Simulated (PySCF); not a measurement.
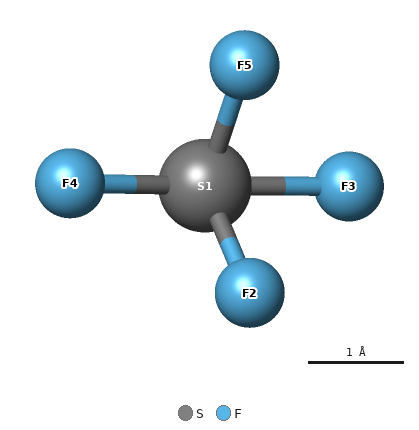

*The structure (ball-and-stick view, seen at a tilt; atoms are numbered from 1 in the order of the input).*

# SF$_{4}$: frequency calculation

- system: SF$_{4}$
- method: RKS-based PBE0, S def2-TZVP, F def2-TZVP; non-relativistic Hamiltonian; density fitting (PySCF 2.14.0)

**The program's output**
```
init E= -797.198393889245
  HOMO = -0.360619624989909  LUMO = -0.0708805281998508  gap/eV = 7.88420
cycle= 1 E= -797.198393889241  delta_E= 4.55e-12  |g|= 2.75e-06  |ddm|= 2.16e-06
  HOMO = -0.360619441245795  LUMO = -0.0708808172732276  gap/eV = 7.88419
Extra cycle  E= -797.198393889239  delta_E= 1.14e-12  |g|= 4.71e-06  |ddm|= 3.35e-06
converged SCF energy = -797.198393889239
```

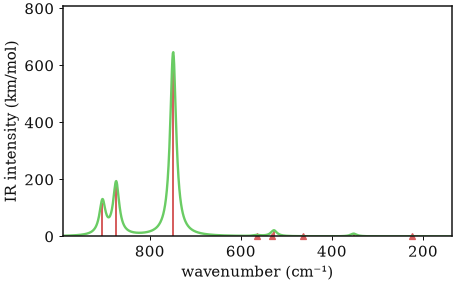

*Harmonic infrared spectrum, unscaled: sticks (degenerate modes added up, dark ones marked on the axis) with a Lorentzian envelope of 16 cm⁻¹ full width, scaled to the tallest stick.*

9 modes from 224 to 904 cm⁻¹, none imaginary. The strongest line is at 749 cm⁻¹ (647 km/mol). All modes, in cm⁻¹ (km/mol): 224 (0.7), 352 (9.8), 463 (0.0), 527 (21), 532 (0.0), 564 (3.5), 749 (647), 874 (184), 904 (118).

The run was set up as follows.

**Input file**
```python
from pyscf import gto, scf, dft
mol = gto.M(atom='''
S     -0.013022    -0.020530    -0.383634
F     -0.828241    -0.814207     0.673455
F      1.153643    -1.179030    -0.254094
F     -1.172442     1.149392    -0.299740
F      0.868929     0.878355     0.525274''',
    basis={'S': 'def2-TZVP', 'F': 'def2-TZVP'},
    charge=0, spin=0)
mf = dft.RKS(mol, xc='PBE0')
mf.grids.atom_grid = (75, 302)
aux = {'S': 'def2-universal-JKFIT', 'F': 'def2-universal-JKFIT'}
mf = mf.density_fit(auxbasis=aux)
mf.conv_tol = 1e-09
mf.diis_space = 10
mf.max_cycle = 60
mf.verbose = 4
mf.kernel()
```

The script is an equivalent of the set-up of the self-consistent field. The run itself was carried out by a driver, which started from the orbitals of the step before it where there was one and computed the further properties.

Launch command:
```bash
OMP_NUM_THREADS=4 python axn.py task.json out
```

**Summary**

- outcome: converged
- total energy: −797.198394 hartree
- HOMO: −9.81 eV
- LUMO: −1.93 eV
- zero-point energy: 0.011822 hartree
- dipole moment: 0.61 D
- wavenumbers, lowest and highest: 224 and 904 cm⁻¹
- hardware: 4 threads of Arm Neoverse V1, 24 GiB of memory available, shared host
- wall time: 70 s (CPU time 3.3 min)
- peak memory: 1.8 GiB
